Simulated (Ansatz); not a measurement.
Cl$_{3}$H$_{4}$NOTi

```xyz
10

Ti   -0.0949   -0.1987    0.1677
Cl   -0.4731   -0.0923    2.3649
Cl    1.9792    0.2080   -0.5432
Cl   -1.2080    1.4941   -0.5942
N    -1.0125   -1.4885   -0.7446
H    -1.7981   -1.3303   -1.3867
H    -0.7522   -2.4762   -0.6286
O     0.9455   -2.0489    0.8624
H     0.8316   -1.8786    1.8294
H     1.8607   -1.7580    0.6312
```

All numbers below come from RKS LDA/def2-SVP in Ansatz 0.2.0.

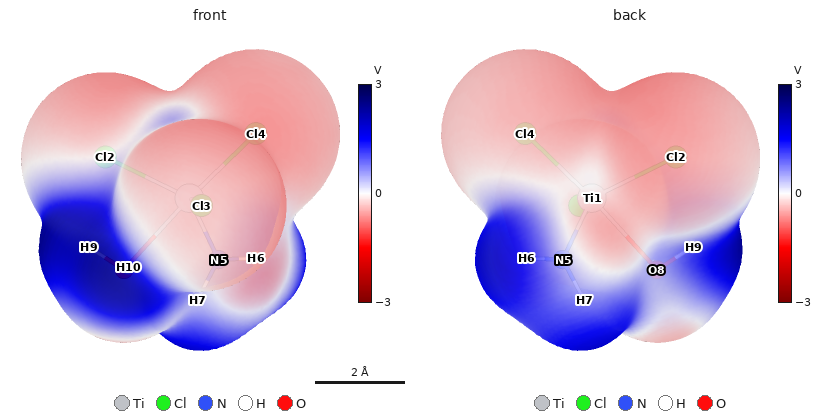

Figure 1. The molecular electrostatic potential painted on the density surface at 0.002 e/bohr³, seen from the front and from behind; the colour scale runs from red (negative) to blue (positive).

Where is the surface potential most negative and most positive?

The most negative region (about −0.7 V) lies over Cl2, Cl3 and Cl4, the most positive (about +2.3 V) over H9 and H10.

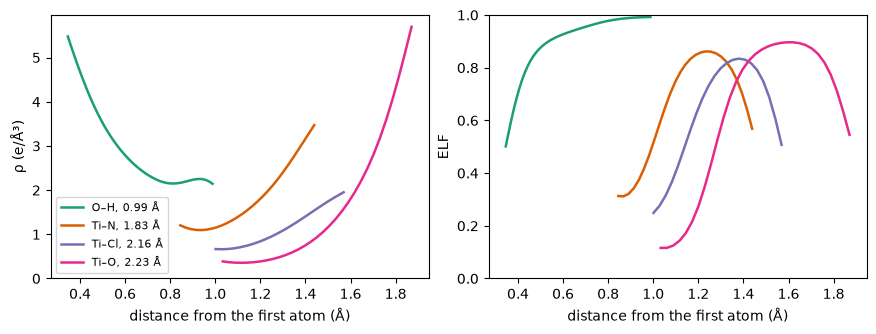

Figure 2. Electron density and electron localisation function along straight lines between neighbouring atoms. The curves leave out the atomic cores.

What can be read from the curves?

O–H (0.99 Å): ρ is about 3.6 e/Å³ halfway; the ELF climbs to about 1 towards the hydrogen, as it does in any bond to H; a covalent bond by its length.
Ti–N (1.83 Å): ρ at the midpoint is about 1.1 e/Å³; the ELF peaks at about 0.85 in the valence shell of N, 0.6 Å from its nucleus, and is about 0.35 at the midpoint.
Ti–Cl (2.16 Å): the density is about 0.68 e/Å³ at the midpoint; the ELF peaks at about 0.85 in the valence shell of Cl, 0.8 Å from its nucleus, and is about 0.35 at the midpoint.
Ti–O (2.23 Å): ρ at the midpoint is about 0.36 e/Å³; the ELF peaks at about 0.90 in the valence shell of O, 0.6 Å from its nucleus, and is about 0.15 at the midpoint.

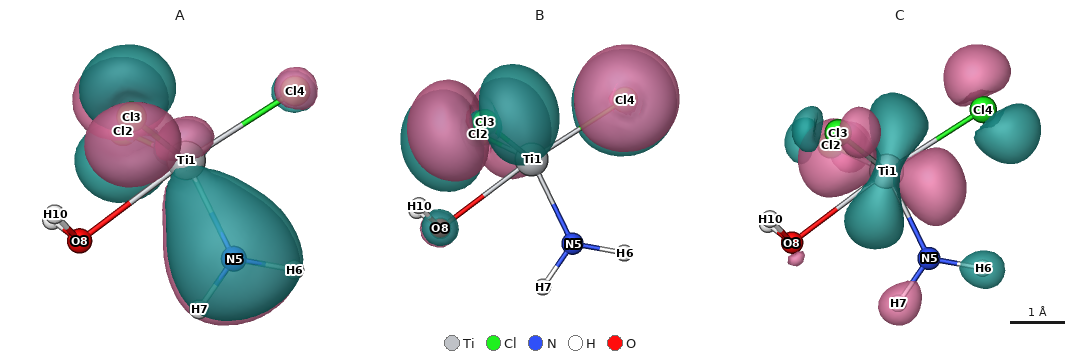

Figure 3. Three frontier orbitals at ±0.1 Å⁻³ᐟ² (teal and pink are the two phases), in no order.

Which picture is the HOMO−1, the HOMO and the LUMO?

B is the HOMO−1 (−7.38 eV). It lies mainly on Cl4 (about 35 %), Cl2 (about 30 %) and Cl3 (about 30 %); largely a combination of lone pairs on Cl4, Cl2 and Cl3. A is the HOMO (−6.74 eV). It lies mainly on N5 (about 55 %), Cl2 (about 15 %), Cl3 (about 15 %) and Ti1 (about 10 %); largely a combination of lone pairs on N5, Cl2 and Cl3. C is the LUMO (−3.88 eV). Its weight (Hirshfeld) is mainly on Ti1 (about 75 %) and Cl4 (about 10 %).

What is the HOMO–LUMO gap?

2.86 eV between the orbital energies.
